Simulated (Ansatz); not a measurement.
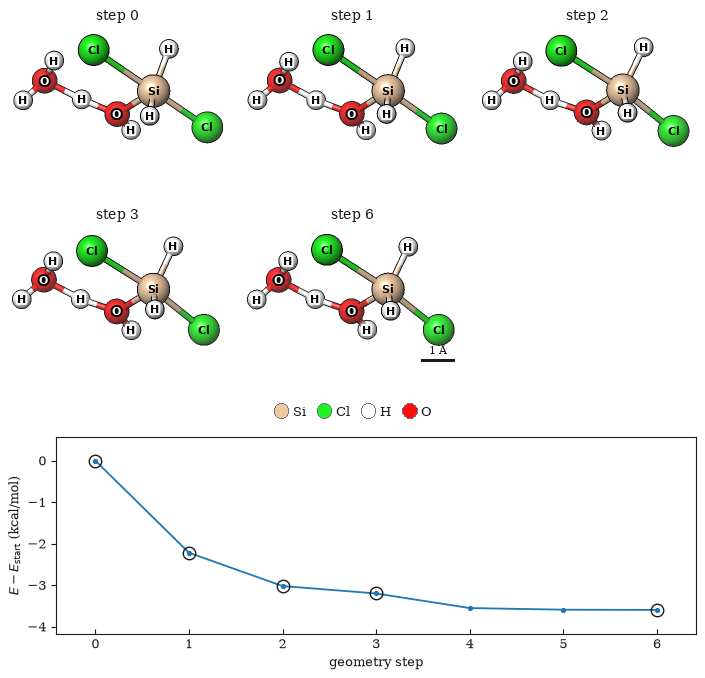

Frames of a constrained relaxation of SiH6O2Cl2, marked on the history of the run. A ball-and-stick model, seen from a free direction.

The reaction that was planned forms Si1–O7, H6–O9, Cl2–H8 and breaks Si1–Cl2, H6–O7, H8–O9 (atoms numbered from 1 in input order).

Level of theory: Ansatz, RKS PBE0-D4/def2-SVP. Settings: held fixed: the distance between atoms 1 (Si) and 7 (O), the distance between atoms 6 (H) and 9 (O), the distance between atoms 2 (Cl) and 8 (H), the distance between atoms 1 (Si) and 2 (Cl), the distance between atoms 6 (H) and 7 (O), the distance between atoms 8 (H) and 9 (O), counting from 1; force threshold 0.04 eV/Å; at most 150 steps.

Q: Describe the path.

A: The largest move after the best rigid fit is that of an H atom, 0.24 Å. Largest moves by element: H 0.24 Å, Cl 0.23 Å, O 0.06 Å, Si 0.03 Å. Some distances before and after: Cl–Si 2.127 → 2.200 Å, H–Si 1.451 → 1.475 Å. Among the angles between lasting bonds that change: H–Si–H 140.9° → 124.7°, H–Si–O 106.9° → 117.2°, H–Si–O 110.1° → 117.2°. Over 6 geometry steps the energy falls by 3.60 kcal/mol. Largest force component: 0.53 eV/Å at the start, 0.014 eV/Å at the end. From step 0 to 1: an H atom moves most (0.10 Å), energy −2.22 kcal/mol. From step 1 to 2: an H atom moves most (0.20 Å), energy −0.80 kcal/mol. From step 2 to 3: an H atom moves most (0.11 Å), energy −0.18 kcal/mol. From step 3 to 6: an H atom moves most (0.06 Å), energy −0.40 kcal/mol.

```csv
step,"E − E(0), kcal/mol","largest force component, eV/Å"
0,0.00,0.5328
1,-2.22,0.2153
2,-3.02,0.4266
3,-3.20,0.3405
4,-3.55,0.0820
5,-3.59,0.0408
6,-3.60,0.0137
```
